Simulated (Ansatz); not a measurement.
**AsH3 (triplet): correlated methods under varied settings**

Aim: run AsH3 (triplet) at one geometry under a spread of methods and options, and see what each costs and gives.

Method: the settings change from run to run; program: Ansatz 0.2.0, Gaussian basis.

14 further runs of the same task are left out: 6 that didn't finish, 8 set aside as unsound or not needed.

### Step 1. The system

The geometry is a PBE0/def2-TZVP stationary point (not a proven minimum) of the parent state, kept for this charge and spin. No spin-orbit coupling is included. The filled d shell of As may be among the frozen orbitals whatever the setting's name suggests; the logs give the count.

4 atoms, charge 0, spin multiplicity 3.

Atoms are counted from 1 here; the program's logs count them from 0.

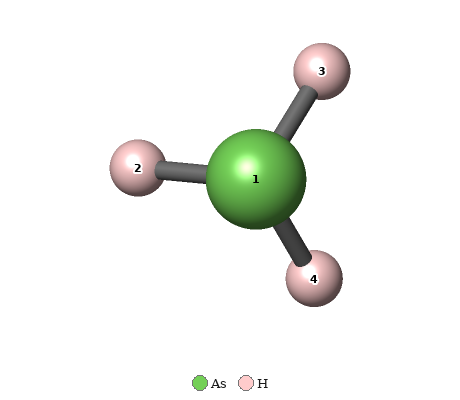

The structure; arsenic green, hydrogen pink; atoms are numbered from 1 in the order of the file.

### Step 2. MP2 on UHF/cc-pVDZ

in.yaml

```yaml
crystal:
  periodic: [false, false, false]
  atoms:
    - {symbol: As, position_ang: [0.000180, 0.000018, -0.032875]}
    - {symbol: H, position_ang: [1.259297, 0.013995, 0.821503]}
    - {symbol: H, position_ang: [-0.648855, 1.086822, 0.811601]}
    - {symbol: H, position_ang: [-0.623856, -1.102121, 0.810570]}
basis:
  gaussian: {orbitals: cc-pVDZ}
magnetization: {spin_polarized: true, initial_magnetization: 2}
hamiltonian: {pseudopotentials: {relativity: none}}
correlation: {method: mp2, electrons: valence}
output: {forces: true}
```

Launch:

```bash
> ansatz run in.yaml --threads 1 --pin off --events-out ev --progress --plain --max-ram 2393MiB
```

What it wrote:

```text
Functional definition: HF
  name "HF"
  cite "Fock, Z. Phys. 61, 126 (1930) doi:10.1007/BF01340294"
  parent pbe
  exchange = exact_x
  correlation = 0
458 factors; integrals over basis functions are off by at most 1.1e-3 eV
mean field evaluation 1: about -60835.4848 eV, gradient 8.0e0 eV
mean field evaluation 2: about -60835.4879 eV, gradient 8.0e0 eV
mean field evaluation 4: about -60836.2248 eV, gradient 1.0e0 eV
mean field evaluation 8: about -60836.2463 eV, gradient 3.2e-2 eV
mean field evaluation 16: about -60836.2475 eV, gradient 1.2e0 eV
mean field evaluation 32: about -60835.6917 eV, gradient 5.6e0 eV
mean field evaluation 64: about -60836.2601 eV, gradient 4.6e-1 eV
mean field -60836.26746771 eV, -2235.6915931353 hartree, gradient 2.7e-6 eV, S^2 2.016368; 9 other end points of the search recorded, 0 dependent functions left out
9 core orbitals not correlated: weight in the atoms' cores, before any rotation towards them, 1.000 or more for the frozen orbitals, at most 0.000 for the correlated occupied ones
reference -60836.26746771 eV, -2235.6915931353 hartree; 10, 8 occupied and 23, 25 virtual orbitals, 458 factors
second order -3.39035370 eV of doubles, -0.00000000 eV of singles
the calculation of the forces begins
Total energy: -60839.65782141 eV, -2235.8161863356 hartree
Atom 0 at     0.000180     0.000018    -0.032875 Å, force    -3.383104    -0.038440    -0.417190 eV/Å
Atom 1 at     1.259297     0.013995     0.821503 Å, force     2.890370     0.032227     1.662158 eV/Å
Atom 2 at    -0.648855     1.086822     0.811601 Å, force     0.237730     0.759374    -0.622128 eV/Å
Atom 3 at    -0.623856    -1.102121     0.810570 Å, force     0.255004    -0.753160    -0.622840 eV/Å
Dipole moment:    -0.097746    -0.001061    -0.117599 e Å
```

Wall time 1.5 s (1 thread of Intel Xeon 6975P-C, shared host).

From the report: ⟨S²⟩ of the determinant 2.016 (pure triplet: 2.00).

### Step 3. HF/6-31G*

in.yaml

```yaml
crystal:
  periodic: [false, false, false]
  atoms:
    - {symbol: As, position_ang: [0.000180, 0.000018, -0.032875]}
    - {symbol: H, position_ang: [1.259297, 0.013995, 0.821503]}
    - {symbol: H, position_ang: [-0.648855, 1.086822, 0.811601]}
    - {symbol: H, position_ang: [-0.623856, -1.102121, 0.810570]}
basis:
  gaussian: {orbitals: "6-31G*"}
magnetization: {spin_polarized: false, initial_magnetization: 2}
hamiltonian: {xc: hf}
output: {orbitals: {seedname: orbitals}}
```

Launched as before.

What it wrote:

```text
Functional definition: HF
  name "HF"
  cite "Fock, Z. Phys. 61, 126 (1930) doi:10.1007/BF01340294"
  parent pbe
  exchange = exact_x
  correlation = 0
427 factors; integrals over basis functions are off by at most 5.0e-4 eV
mean field evaluation 1: about -60828.1053 eV, gradient 9.0e0 eV
mean field evaluation 2: about -60828.1063 eV, gradient 9.0e0 eV
mean field evaluation 4: about -60828.6873 eV, gradient 1.7e0 eV
mean field evaluation 8: about -60828.6987 eV, gradient 2.6e-2 eV
mean field evaluation 16: about -60828.7190 eV, gradient 2.2e-2 eV
mean field evaluation 32: about -60828.6987 eV, gradient 4.2e-5 eV
mean field evaluation 64: about -60828.5883 eV, gradient 3.0e0 eV
mean field evaluation 96: about -60828.7092 eV, gradient 1.0e0 eV
mean field evaluation 128: about -60828.6994 eV, gradient 3.8e-2 eV
mean field -60828.71906559 eV, -2235.4141944736 hartree, gradient 1.7e-6 eV, S^2 2.000000; 4 other end points of the search recorded, 0 dependent functions left out
reference -60828.71906559 eV, -2235.4141944736 hartree; 19, 17 occupied and 22, 24 virtual orbitals, 427 factors
Total energy: -60828.71906559 eV, -2235.4141944736 hartree
```

It took 0.72 s on 1 thread of Intel Xeon 6975P-C, shared host.

### Step 4. BCCD(T) on UHF/STO-3G

Edit in.yaml of step 3 so:

```diff
@@ -8,5 +8,5 @@
 basis:
-  gaussian: {orbitals: "6-31G*"}
-magnetization: {spin_polarized: false, initial_magnetization: 2}
-hamiltonian: {xc: hf}
-output: {orbitals: {seedname: orbitals}}
+  gaussian: {orbitals: STO-3G}
+magnetization: {spin_polarized: true, initial_magnetization: 2}
+correlation: {method: bccd_t, electrons: outside_noble_gas}
+output: {forces: true}
```

The command is unchanged.

What it wrote, cut to the lines that bear on the results:

```text
Functional definition: HF
  name "HF"
  cite "Fock, Z. Phys. 61, 126 (1930) doi:10.1007/BF01340294"
  parent pbe
[...]
218 factors; integrals over basis functions are off by at most 7.6e-6 eV
[...]
mean field -60155.88424138 eV, -2210.6879707478 hartree, gradient 4.6e-6 eV, S^2 2.013032; 10 other end points of the search recorded, 0 dependent functions left out
determinant -60155.88424138 eV, -2210.6879707478 hartree, with singles and doubles -60157.19498985 eV, -2210.7361398657 hartree
determinant -60155.79081591 eV, -2210.6845374253 hartree, with singles and doubles -60157.22889118 eV, -2210.7373857165 hartree
determinant -60153.14518604 eV, -2210.5873123207 hartree, with singles and doubles -60155.29475040 eV, -2210.6663073539 hartree
determinant -60153.13114314 eV, -2210.5867962538 hartree, with singles and doubles -60154.82289727 eV, -2210.6489670711 hartree
[...]
reference -60155.79081591 eV, -2210.6845374253 hartree; 5, 3 occupied and 2, 4 virtual orbitals, 218 factors
second order -0.79109602 eV of doubles, -0.00000000 eV of singles
cycle   1  -1.44518526 eV  change   -2.1e-3 eV  update   3.1e-3
[...]
cycle  10  -1.44455428 eV  change   -5.7e-7 eV  update   4.2e-7
perturbative correction -0.01514831 eV, -0.0005566900 hartree
[...]
WARN: the results are in doubt because the forces break the atoms' symmetry
Total energy: -60157.25051850 eV, -2210.7381805060 hartree
Atom 0 at     0.000180     0.000018    -0.032875 Å, force    -3.078502     5.236695    -4.358919 eV/Å
Atom 1 at     1.259297     0.013995     0.821503 Å, force     3.268103    -1.483432     2.825435 eV/Å
Atom 2 at    -0.648855     1.086822     0.811601 Å, force     0.102200    -0.159944    -1.271220 eV/Å
Atom 3 at    -0.623856    -1.102121     0.810570 Å, force    -0.291800    -3.593320     2.804704 eV/Å
Dipole moment:    -0.081708     0.140364    -0.256261 e Å
In doubt: the forces break the atoms' symmetry
```

Wall time 0.63 s (1 thread of Intel Xeon 6975P-C, shared host).

From the report: ⟨S²⟩ of the determinant 2.017 (pure triplet: 2.00); correlation -1.4597 eV; largest double amplitude 0.15. Mind the lines of doubt at the end of the log.

### Step 5. NEVPT2(2,4)/cc-pVDZ

in.yaml

```yaml
crystal:
  periodic: [false, false, false]
  atoms:
    - {symbol: As, position_ang: [0.000180, 0.000018, -0.032875]}
    - {symbol: H, position_ang: [1.259297, 0.013995, 0.821503]}
    - {symbol: H, position_ang: [-0.648855, 1.086822, 0.811601]}
    - {symbol: H, position_ang: [-0.623856, -1.102121, 0.810570]}
basis:
  gaussian: {orbitals: cc-pVDZ}
magnetization: {spin_polarized: false, initial_magnetization: 2}
hamiltonian: {pseudopotentials: {relativity: none}}
correlation: {method: sc_nevpt2, electrons: valence, active_space: {window: {electrons: 2, orbitals: 4}}}
```

Same command.

What it wrote:

```text
Functional definition: HF
  name "HF"
  cite "Fock, Z. Phys. 61, 126 (1930) doi:10.1007/BF01340294"
  parent pbe
  exchange = exact_x
  correlation = 0
458 factors; integrals over basis functions are off by at most 1.1e-3 eV
mean field evaluation 1: about -60835.4385 eV, gradient 9.4e0 eV
mean field evaluation 2: about -60835.4417 eV, gradient 9.4e0 eV
mean field evaluation 4: about -60836.0786 eV, gradient 1.1e0 eV
mean field evaluation 8: about -60836.0893 eV, gradient 3.0e-2 eV
mean field evaluation 16: about -60836.1120 eV, gradient 3.3e-2 eV
mean field evaluation 32: about -60835.6380 eV, gradient 6.1e0 eV
mean field evaluation 64: about -60836.1117 eV, gradient 4.5e-5 eV
mean field -60836.11172030 eV, -2235.6858695235 hartree, gradient 2.1e-6 eV, S^2 2.000000; 9 other end points of the search recorded, 0 dependent functions left out
reference -60836.11172030 eV, -2235.6858695235 hartree; 19, 17 occupied and 23, 25 virtual orbitals, 458 factors
state -60836.16280343 eV, -2235.6877467937 hartree
state -60836.16280343 eV, -2235.6877467937 hartree; corrected -60839.66687614 eV, -2235.8165190907 hartree
Total energy: -60839.66687614 eV, -2235.8165190907 hartree
```

Wall time 2.3 s (1 thread of Intel Xeon 6975P-C, shared host).

From the report: 16 determinants; active occupations 1.00, 1.00, 0.00, 0.00.

### Step 6. MP2 on UHF/cc-pVDZ

in.yaml

```yaml
crystal:
  periodic: [false, false, false]
  atoms:
    - {symbol: As, position_ang: [0.000180, 0.000018, -0.032875]}
    - {symbol: H, position_ang: [1.259297, 0.013995, 0.821503]}
    - {symbol: H, position_ang: [-0.648855, 1.086822, 0.811601]}
    - {symbol: H, position_ang: [-0.623856, -1.102121, 0.810570]}
basis:
  gaussian: {orbitals: cc-pVDZ}
magnetization: {spin_polarized: true, initial_magnetization: 2}
correlation: {method: mp2, electrons: outside_noble_gas}
scf: {lower_state_search: light}
```

Same command.

What it wrote, cut to the lines that bear on the results:

```text
Functional definition: HF
  name "HF"
  cite "Fock, Z. Phys. 61, 126 (1930) doi:10.1007/BF01340294"
  parent pbe
[...]
458 factors; integrals over basis functions are off by at most 1.1e-3 eV
[...]
mean field -60836.26746771 eV, -2235.6915931353 hartree, gradient 2.7e-6 eV, S^2 2.016368; 9 other end points of the search recorded, 0 dependent functions left out
14 core orbitals not correlated: weight in the atoms' cores, before any rotation towards them, 1.000 or more for the frozen orbitals, at most 0.000 for the correlated occupied ones
reference -60836.26746771 eV, -2235.6915931353 hartree; 5, 3 occupied and 23, 25 virtual orbitals, 458 factors
second order -2.90941980 eV of doubles, -0.00000000 eV of singles
Total energy: -60839.17688752 eV, -2235.7985123411 hartree
```

It took 0.9 s on 1 thread of Intel Xeon 6975P-C, shared host.

From the report: ⟨S²⟩ of the determinant 2.016 (pure triplet: 2.00).

### Step 7. MRCISD+Q(relaxed)(6,4)/cc-pVDZ

Edit in.yaml of step 6 so:

```diff
@@ -9,4 +9,3 @@
   gaussian: {orbitals: cc-pVDZ}
-magnetization: {spin_polarized: true, initial_magnetization: 2}
-correlation: {method: mp2, electrons: outside_noble_gas}
-scf: {lower_state_search: light}
+magnetization: {spin_polarized: false, initial_magnetization: 2}
+correlation: {method: fic_mrcisd_q_relaxed, electrons: outside_noble_gas, active_space: {window: {electrons: 6, orbitals: 4}}}
```

Launched as before.

What it wrote, cut to the lines that bear on the results:

```text
Functional definition: HF
  name "HF"
  cite "Fock, Z. Phys. 61, 126 (1930) doi:10.1007/BF01340294"
  parent pbe
[...]
458 factors; integrals over basis functions are off by at most 1.1e-3 eV
[...]
mean field -60836.11172030 eV, -2235.6858695235 hartree, gradient 2.1e-6 eV, S^2 2.000000; 9 other end points of the search recorded, 0 dependent functions left out
reference -60836.11172030 eV, -2235.6858695235 hartree; 19, 17 occupied and 23, 25 virtual orbitals, 458 factors
state -60836.12317861 eV, -2235.6862906084 hartree
contracted CI cycle   1: correlation 0.00000000 eV, 0.0000000000 hartree, residual 1.44e1 eV
contracted CI cycle   2: correlation -3.50523857 eV, -0.1288151416 hartree, residual 2.37e0 eV
contracted CI cycle   3: correlation -3.62159482 eV, -0.1330911547 hartree, residual 6.61e-1 eV
contracted CI cycle   4: correlation -3.63117042 eV, -0.1334430515 hartree, residual 2.10e-1 eV
contracted CI cycle   5: correlation -3.63249839 eV, -0.1334918538 hartree, residual 8.21e-2 eV
contracted CI cycle   6: correlation -3.63271861 eV, -0.1334999465 hartree, residual 3.28e-2 eV
contracted CI cycle   7: correlation -3.63274844 eV, -0.1335010429 hartree, residual 1.26e-2 eV
contracted CI cycle   8: correlation -3.63275315 eV, -0.1335012160 hartree, residual 5.35e-3 eV
contracted CI cycle   9: correlation -3.63275404 eV, -0.1335012486 hartree, residual 2.33e-3 eV
contracted CI cycle  10: correlation -3.63275421 eV, -0.1335012548 hartree, residual 9.57e-4 eV
state -60836.12317861 eV, -2235.6862906084 hartree; corrected -60840.04961022 eV, -2235.8305843088 hartree
Total energy: -60840.04961022 eV, -2235.8305843088 hartree
```

It took 2.7 s on 1 thread of Intel Xeon 6975P-C, shared host.

From the report: 16 determinants; active occupations 2.00, 2.00, 1.00, 1.00.

### Step 8. NEVPT2(4,10)/def2-mTZVP

in.yaml

```yaml
crystal:
  periodic: [false, false, false]
  atoms:
    - {symbol: As, position_ang: [0.000180, 0.000018, -0.032875]}
    - {symbol: H, position_ang: [1.259297, 0.013995, 0.821503]}
    - {symbol: H, position_ang: [-0.648855, 1.086822, 0.811601]}
    - {symbol: H, position_ang: [-0.623856, -1.102121, 0.810570]}
basis:
  gaussian: {orbitals: def2-mTZVP, fitting: {mean_field: def2-universal-jkfit}}
magnetization: {spin_polarized: false, initial_magnetization: 2}
correlation: {method: sc_nevpt2, electrons: outside_noble_gas, active_space: {window: {electrons: 4, orbitals: 10}, states: [{multiplicity: 3, weights: [0.5, 1]}, {multiplicity: 5, weights: [1]}]}}
```

Same command.

What it wrote, cut to the lines that bear on the results:

```text
Functional definition: HF
  name "HF"
  cite "Fock, Z. Phys. 61, 126 (1930) doi:10.1007/BF01340294"
  parent pbe
[...]
320 factors; integrals over basis functions are off by at most 6.2e-1 eV
[...]
mean field -60836.76384378 eV, -2235.7098346192 hartree, gradient 1.9e-6 eV, S^2 2.000000; 9 other end points of the search recorded, 0 dependent functions left out
reference -60836.76384378 eV, -2235.7098346192 hartree; 19, 17 occupied and 26, 28 virtual orbitals, 320 factors
state -60837.53472510 eV, -2235.7381639853 hartree
state -60837.48806632 eV, -2235.7364493069 hartree
state -60837.53472510 eV, -2235.7381639853 hartree; corrected -60839.47046924 eV, -2235.8093012703 hartree
state -60837.48806632 eV, -2235.7364493069 hartree; corrected -60839.43986636 eV, -2235.8081766351 hartree
state -60830.02000377 eV, -2235.4620030699 hartree
state -60830.02000377 eV, -2235.4620030699 hartree; corrected -60832.01811602 eV, -2235.5354323409 hartree
Total energy: -60836.47728680 eV, -2235.6993038444 hartree
```

It took 13 s on 1 thread of Intel Xeon 6975P-C, shared host.

From the report: 1,017 determinants; active occupations (of the averaged states) 1.57, 1.00, 0.80, 0.61, 0.01, 0.00, 0.00, 0.00, 0.00, 0.00.

### Step 9. CASCI(6,6)/cc-pVDZ

in.yaml

```yaml
crystal:
  periodic: [false, false, false]
  atoms:
    - {symbol: As, position_ang: [0.000180, 0.000018, -0.032875]}
    - {symbol: H, position_ang: [1.259297, 0.013995, 0.821503]}
    - {symbol: H, position_ang: [-0.648855, 1.086822, 0.811601]}
    - {symbol: H, position_ang: [-0.623856, -1.102121, 0.810570]}
basis:
  gaussian: {orbitals: cc-pVDZ}
magnetization: {spin_polarized: false, initial_magnetization: 2}
hamiltonian: {pseudopotentials: {relativity: none}}
correlation: {active_space: {window: {electrons: 6, orbitals: 6}, fixed_orbitals: true}}
accuracy: high
```

Launched as before.

What it wrote:

```text
Functional definition: HF
  name "HF"
  cite "Fock, Z. Phys. 61, 126 (1930) doi:10.1007/BF01340294"
  parent pbe
  exchange = exact_x
  correlation = 0
900 factors; integrals over basis functions are off by at most 4.5e-9 eV
mean field evaluation 1: about -60835.4305 eV, gradient 9.4e0 eV
mean field evaluation 2: about -60835.4401 eV, gradient 9.4e0 eV
mean field evaluation 4: about -60836.0787 eV, gradient 1.1e0 eV
mean field evaluation 8: about -60836.0889 eV, gradient 1.4e-4 eV
mean field evaluation 16: about -60836.0889 eV, gradient 9.7e-6 eV
mean field evaluation 32: about -60836.1118 eV, gradient 1.5e-2 eV
mean field evaluation 64: about -60836.0889 eV, gradient 1.1e-8 eV
mean field -60836.11180312 eV, -2235.6858725672 hartree, gradient 2.3e-8 eV, S^2 2.000000; 9 other end points of the search recorded, 0 dependent functions left out
reference -60836.11180312 eV, -2235.6858725672 hartree; 19, 17 occupied and 23, 25 virtual orbitals, 900 factors
state -60836.38463779 eV, -2235.6958990561 hartree
Total energy: -60836.38463779 eV, -2235.6958990561 hartree
```

It took 1.2 s on 1 thread of Intel Xeon 6975P-C, shared host.

From the report: 208 determinants; active occupations 1.99, 1.98, 1.01, 0.99, 0.02, 0.01.

### Step 10. NEVPT2(2,3)/cc-pVDZ

Edit in.yaml of step 9 so:

```diff
@@ -10,4 +10,2 @@
 magnetization: {spin_polarized: false, initial_magnetization: 2}
-hamiltonian: {pseudopotentials: {relativity: none}}
-correlation: {active_space: {window: {electrons: 6, orbitals: 6}, fixed_orbitals: true}}
-accuracy: high
+correlation: {method: sc_nevpt2, electrons: valence, active_space: {window: {electrons: 2, orbitals: 3}}}
```

Same command.

What it wrote, cut to the lines that bear on the results:

```text
Functional definition: HF
  name "HF"
  cite "Fock, Z. Phys. 61, 126 (1930) doi:10.1007/BF01340294"
  parent pbe
[...]
458 factors; integrals over basis functions are off by at most 1.1e-3 eV
[...]
mean field -60836.11172030 eV, -2235.6858695235 hartree, gradient 2.1e-6 eV, S^2 2.000000; 9 other end points of the search recorded, 0 dependent functions left out
reference -60836.11172030 eV, -2235.6858695235 hartree; 19, 17 occupied and 23, 25 virtual orbitals, 458 factors
state -60836.11172030 eV, -2235.6858695235 hartree
state -60836.11172030 eV, -2235.6858695235 hartree; corrected -60839.67939070 eV, -2235.8169789923 hartree
WARN: 1 active orbitals are nearly empty or full. The corrections depend on them more than the energy does, and are more stable in an active space without them
Total energy: -60839.67939070 eV, -2235.8169789923 hartree
```

Run time: 1.6 s. Hardware: 1 thread of Intel Xeon 6975P-C, shared host.

From the report: 5 determinants; active occupations 1.00, 1.00, 0.00. The report marks this result as in doubt.

### Step 11. All runs side by side

Where basis and cores are those of an earlier UCCSDT(Q)/cc-pVDZ run (-60840.0621 eV), and the state is the same kind, the miss against it is given. † marks a result that the program doubts.

```tsv
level	correlated	functions	energy (eV)	from UCCSDT(Q) (meV)	time
MP2 on UHF/cc-pVDZ	valence	42	-60839.6578		1.5 s
HF/6-31G*		41	-60828.7191		0.72 s
BCCD(T) on UHF/STO-3G †	outside noble gas	21	-60157.2505		0.63 s
NEVPT2(2,4)/cc-pVDZ	valence	42	-60839.6669		2.3 s
MP2 on UHF/cc-pVDZ	outside noble gas	42	-60839.1769	885.2	0.9 s
MRCISD+Q(relaxed)(6,4)/cc-pVDZ	outside noble gas	42	-60840.0496	12.5	2.7 s
NEVPT2(4,10)/def2-mTZVP (mean of several states)	outside noble gas	45	-60836.4773		13 s
CASCI(6,6)/cc-pVDZ		42	-60836.3846		1.2 s
NEVPT2(2,3)/cc-pVDZ †	valence	42	-60839.6794		1.6 s
```

### Step 12. Results

| quantity | value |
| --- | --- |
| runs | 9 |
| quickest | BCCD(T) on UHF/STO-3G †, 0.63 s |
| slowest | NEVPT2(4,10)/def2-mTZVP (mean of several states), 13 s |

What this shows: Total energies in different bases, with other cores or another treatment of relativity can't be set against each other. NEVPT2(4,10)/def2-mTZVP (mean of several states) took 20 times as long as BCCD(T) on UHF/STO-3G †; the jobs differ in more than the method. Among the correlated runs with a miss given, it spans +12 to +885 meV.
